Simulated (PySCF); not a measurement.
# C2H4F3OSi (SMILES O[SiH2][CH]C(F)(F)F) (doublet): what the fields show

```xyz
11

O     1.6397   -0.7907    0.9359
Si    1.3928    0.4053   -0.1154
C    -0.3931    0.5635   -0.6266
C    -1.4479   -0.2887   -0.0719
F    -1.5391   -1.4941   -0.6921
F    -1.2562   -0.5895    1.2350
F    -2.6775    0.2505   -0.1493
H     1.0676   -0.9946    1.6721
H     1.7605    1.7089    0.4463
H     2.1899   -0.0038   -1.2653
H    -0.7311    1.2359   -1.3947
```

Geometry: GFN2-xTB.

All numbers below come from UKS B3LYP, pcH-1 on C F H O Si, non-relativistic, mean-field spin-orbit, GIAO in PySCF.

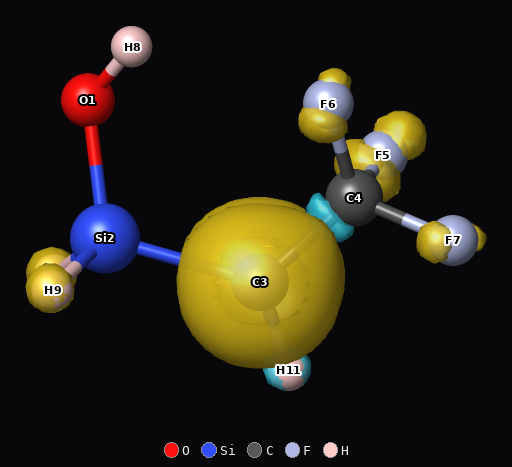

Figure 1. Isosurfaces of the spin density (α minus β) at +0.03 (yellow) and −0.03 e/Å³ (cyan), seen across its widest extent.

Describe the spin distribution.

Answer. The unpaired spin (1 electron) lies mostly on C3 (about 0.7), in electrons by Hirshfeld's partition.

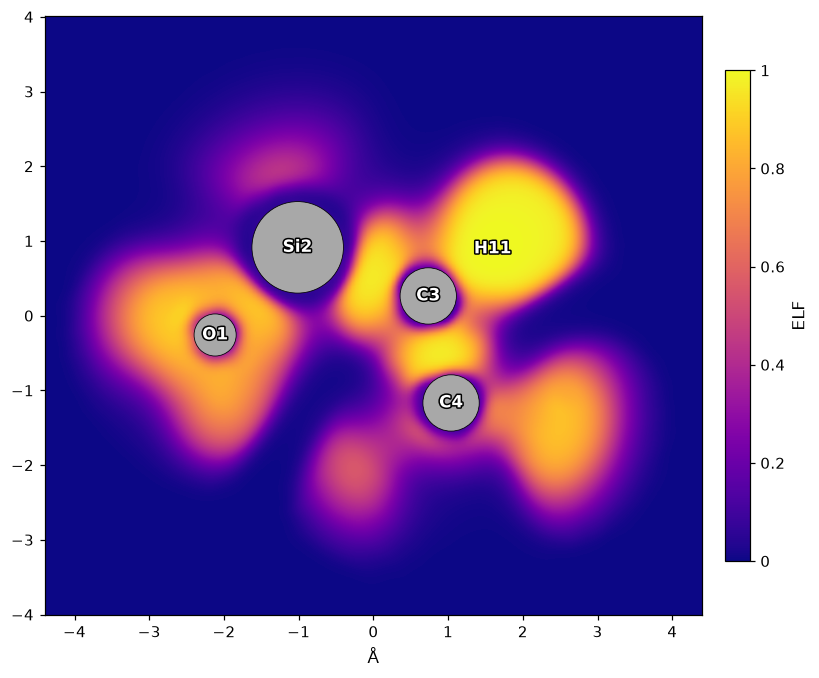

Figure 2. Electron localisation function on the plane of atoms O1, Si2 and C3. Grey discs cover the atomic cores.

Read the bonding off the picture.

Answer. The plane passes through O, Si, C and H nuclei.
C–C (1.47 Å): the ELF peaks at about 0.95 between the atoms; localised, covalent bonding.
Si–O (1.61 Å): the ELF peaks at about 0.85 between the atoms; a polar covalent bond.
C–Si (1.86 Å): the ELF peaks at about 0.95 between the atoms: a covalent bond.
C–H (1.08 Å): the ELF climbs to about 1 towards the hydrogen, as it does in any bond to H; an ordinary covalent bond to hydrogen.
The ELF also peaks beside F7 and O1, away from the bonds: non-bonding electrons, paired or unpaired.

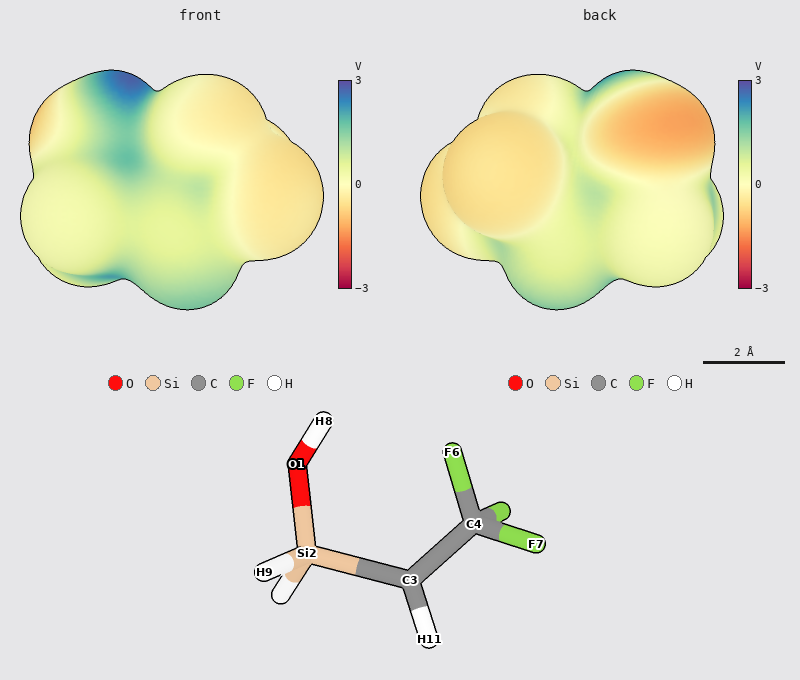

Figure 3. The electrostatic potential painted on the density surface at 0.002 e/bohr³, seen from the front and from behind; the colour scale runs from red (negative) to blue (positive). The bare structure is drawn below in the same view.

Which sites attract a positive test charge, and which a negative one?

Answer. A positive charge is drawn to the negative regions and a negative charge to the positive ones. The most negative region (about −1.3 V, or −30 kcal/mol for a unit charge) lies over O1, the most positive (about +2.6 V, or +60 kcal/mol for a unit charge) over H8. O1 is the likeliest acceptor of a hydrogen bond.
